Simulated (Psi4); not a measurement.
**GeH4S (SMILES [SH][GeH3]) at B2PLYP/def2-SVPD (density fitting for correlation)**

Aim: the vertical ionisation energy of GeH4S at B2PLYP/def2-SVPD (density fitting for correlation), from 2 runs. 

The calculation is run with Psi4 1.11.

1 further run of the same task is left out (set aside as unsound or not needed).

## Step 1: Starting point

GeH4S has 6 atoms, charge 0, and is taken as a singlet. As SMILES, `[SH][GeH3]`. Geometry: relaxed at PBE0-D4/def2-TZVP.

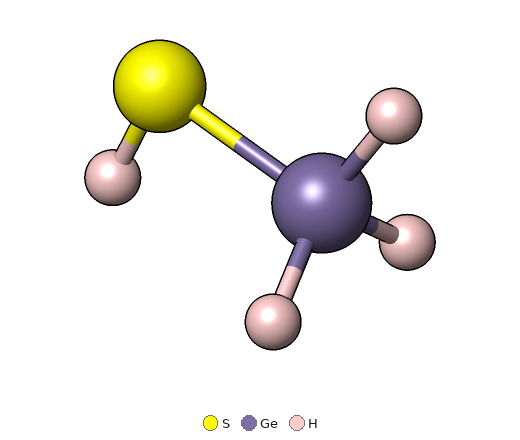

Viewed from a chosen angle; sulfur yellow, germanium purple, hydrogen pink.

## Step 2: The energy at B2PLYP/def2-SVPD (density fitting for correlation)

run_ase.py reads:

```python
import numpy as np
from ase.calculators.psi4 import Psi4
from ase import Atoms

a = Atoms(['S', 'Ge', 'H', 'H', 'H', 'H'], positions=[
    [0.843400, -1.117400, 1.012200],
    [-0.180000, 0.501500, -0.118600],
    [0.574500, -2.069200, 0.103800],
    [-1.667600, 0.166300, -0.305900],
    [0.485600, 0.702400, -1.488700],
    [-0.013600, 1.752500, 0.751000],
])
calc = Psi4(atoms=a, method='b2plyp', basis='def2-SVPD', memory='1600MB', num_threads=1, charge=0, multiplicity=1, label='geh4s', reference='rks')
calc.psi4.set_options({'puream': True, 'e_convergence': 1e-09, 'd_convergence': 1e-08, 'scf_type': 'pk', 'dft_radial_points': 99, 'dft_spherical_points': 590, 'num_frozen_docc': 14})
a.calc = calc

print(f'energy: {a.get_potential_energy():.6f} eV')
```

Command:

```console
$ python run_ase.py
```

geh4s.dat:

```text
[...]
  Running in c1 symmetry.
[...]
  Nuclear repulsion =  176.863776321841016
[...]
  Multiplicity = 1
[...]
  Nalpha       = 26
  Nbeta        = 26
[...]
    Number of basis functions: 97
[...]
   @RKS iter   1: -2475.27323607380413   -2.33300e+00   2.39433e-02 DIIS/ADIIS
[...]
   @RKS iter  11: -2476.58005187084109   -1.09139e-11   6.10855e-09 DIIS
[...]
    Orbital Energies [Eh]
    ---------------------
    Doubly Occupied:
       1A   -401.446148     2A    -90.139705     3A    -50.769210
       4A    -45.123076     5A    -45.122241     6A    -45.122140
       7A     -8.365919     8A     -6.639493     9A     -6.217547
      10A     -6.215671    11A     -6.211379    12A     -4.733442
      13A     -4.730613    14A     -4.730255    15A     -1.411069
      16A     -1.409336    17A     -1.409253    18A     -1.405778
      19A     -1.405656    20A     -0.831100    21A     -0.629342
      22A     -0.473544    23A     -0.418165    24A     -0.406116
      25A     -0.374734    26A     -0.307716
[...]
  @RKS Final Energy: -2476.58005187084109
   => Energetics <=
    Nuclear Repulsion Energy =            176.8637763218410157
    One-Electron Energy =               -3799.0466533004887424
    Two-Electron Energy =                1196.1487140882679796
    DFT Exchange-Correlation Energy =     -50.5458889804612355
    Empirical Dispersion Energy =           0.0000000000000000
    VV10 Nonlocal Energy =                  0.0000000000000000
    Total Energy =                      -2476.5800518708410891
[...]
 Multipole Moments:
 ------------------------------------------------------------------------------------
     Multipole            Electronic (a.u.)      Nuclear  (a.u.)        Total (a.u.)
 ------------------------------------------------------------------------------------
 L = 1.  Multiply by 2.5417464519 to convert [e a0] to [Debye]
 Dipole X            :         -2.0729170            1.7910691           -0.2818479
 Dipole Y            :          4.2560499           -4.1162732            0.1397767
 Dipole Z            :         -1.8580893            1.4107932           -0.4472961
 Magnitude           :                                                    0.5468542
[...]
```

The script printed:

```text
energy: -67394.666376 eV
```

Wall time 9.6 s (1 thread of Intel Xeon 6975P-C (Granite Rapids), shared host); peak memory 0.86 GiB.

## Step 3: The doublet cation

geh4s.inp reads:

```
memory 1600 MB

molecule {
  1 2
  S      1.59379501    -2.11157997     1.91278078
  Ge    -0.34015070     0.94769765    -0.22412152
  H      1.08564766    -3.91022130     0.19615357
  H     -3.15130729     0.31426145    -0.57806722
  H      0.91765101     1.32734363    -2.81323528
  H     -0.02570028     3.31174503     1.41918432
  units bohr
  symmetry c1
}

set basis def2-SVPD
set reference uks
set puream true
set e_convergence 1e-09
set d_convergence 1e-08
set scf_type pk
set dft_radial_points 99
set dft_spherical_points 590
set num_frozen_docc 14
set maxiter 200

energy('b2plyp')
```

Command:

```console
$ psi4 geh4s.inp geh4s.out -n 1
```

geh4s.out:

```text
[...]
  Running in c1 symmetry.
[...]
  Nuclear repulsion =  176.863776559037291
[...]
  Multiplicity = 2
[...]
  Nalpha       = 26
  Nbeta        = 25
[...]
    Number of basis functions: 97
[...]
   @UKS iter   1: -2474.93415287906373   -1.99391e+00   2.39448e-02 DIIS/ADIIS
[...]
   @UKS iter  14: -2476.23644848616186   -5.00222e-12   6.18974e-09 DIIS
[...]
   @S^2 Observed:                7.577355453E-01
[...]
    Orbital Energies [Eh]
    ---------------------
    Alpha Occupied:
       1A   -401.660974     2A    -90.478011     3A    -50.984867
       4A    -45.339264     5A    -45.337488     6A    -45.337263
       7A     -8.701858     8A     -6.854729     9A     -6.562143
      10A     -6.548867    11A     -6.546392    12A     -4.950860
      13A     -4.944575    14A     -4.943984    15A     -1.628839
      16A     -1.625431    17A     -1.624423    18A     -1.618989
      19A     -1.618973    20A     -1.152961    21A     -0.853526
      22A     -0.754221    23A     -0.678557    24A     -0.651944
      25A     -0.605124    26A     -0.602528
    Alpha Virtual:
[...]
  @UKS Final Energy: -2476.23644848616186
   => Energetics <=
    Nuclear Repulsion Energy =            176.8637765590372908
    One-Electron Energy =               -3786.1617965154068770
    Two-Electron Energy =                1183.4654391885549103
    DFT Exchange-Correlation Energy =     -50.4038677183469304
    Empirical Dispersion Energy =           0.0000000000000000
    VV10 Nonlocal Energy =                  0.0000000000000000
    Total Energy =                      -2476.2364484861618621
[...]
 Multipole Moments:
 ------------------------------------------------------------------------------------
     Multipole            Electronic (a.u.)      Nuclear  (a.u.)        Total (a.u.)
 ------------------------------------------------------------------------------------
 L = 1.  Multiply by 2.5417464519 to convert [e a0] to [Debye]
 Dipole X            :         -1.4266639            1.7910691            0.3644052
 Dipole Y            :          3.0176388           -4.1162732           -1.0986344
 Dipole Z            :         -1.2414069            1.4107932            0.1693862
 Magnitude           :                                                    1.1698207
[...]
```

It took 17 s on 1 thread of Intel Xeon 6975P-C (Granite Rapids), shared host; peak memory 0.82 GiB.

## Step 4: Results

At B2PLYP/def2-SVPD (density fitting for correlation), 14 core orbitals frozen:

```
                                                                quantity           value
                                             singlet GeH4S: total energy  -2476.70833 Eh
                        singlet GeH4S: HOMO energy (SCF part's orbitals)        -8.37 eV
                        singlet GeH4S: LUMO energy (SCF part's orbitals)         0.60 eV
                      singlet GeH4S: HOMO–LUMO gap (SCF part's orbitals)         8.98 eV
                                            doublet cation: total energy  -2476.35452 Eh
doublet cation: HOMO energy (SCF part's orbitals) (highest over α and β)       -16.36 eV
 doublet cation: LUMO energy (SCF part's orbitals) (lowest over α and β)       -10.37 eV
                                                    doublet cation: ⟨S²⟩           0.758
                      vertical ionisation energy (to the doublet cation)        9.628 eV
```

What this shows: Removing an electron at fixed nuclei costs 9.63 eV (929 kJ/mol). −ε(HOMO) before ionisation, 8.37 eV, is 1.25 eV below this ionisation energy.
